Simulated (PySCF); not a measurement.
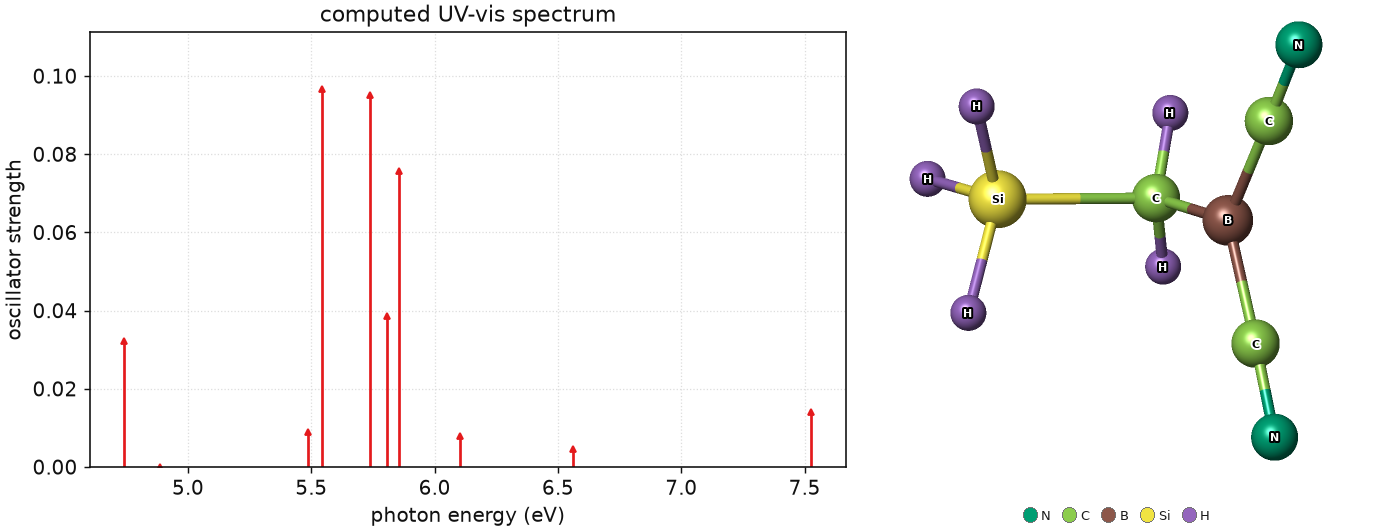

Computed absorption of C₃H₅BN₂Si, SMILES N#CB(C#N)C[SiH3]. Vertical TDDFT excitations, PBE0/def2-SVPD in PySCF, at a PBE0-D3(BJ)/def2-SVP geometry (no frequency check), gas phase. Only the first 10 singlet excitations are included.

Does any vertical transition fall in the visible?

No singlet lies below 3.1 eV (beyond 400 nm), so at this level no vertical transition falls in the visible.

Where is the lowest singlet, and is it bright?

S1 lies at 4.74 eV (261 nm) with f = 0.032, mainly HOMO → LUMO (76 %); it is weak.

List the transitions behind the spectrum.

```tsv
state	E (eV)	λ (nm)	f	main character
S1	4.74	261	0.032	HOMO → LUMO (76 %)
S2	4.89	254	0.000	HOMO−1 → LUMO (86 %)
S3	5.49	226	0.009	HOMO−2 → LUMO (45 %)
S4	5.54	224	0.097	HOMO−3 → LUMO (47 %)
S5	5.74	216	0.095	HOMO−5 → LUMO (74 %)
S6	5.81	214	0.039	HOMO−6 → LUMO (66 %)
S7	5.86	212	0.076	HOMO−4 → LUMO (64 %)
S8	6.10	203	0.008	HOMO−7 → LUMO (93 %)
S9	6.56	189	0.005	HOMO−8 → LUMO (87 %)
S10	7.53	165	0.014	HOMO−9 → LUMO (51 %)
```

Known limits of this run: one conformer of a flexible molecule; core orbitals are frozen in the response.
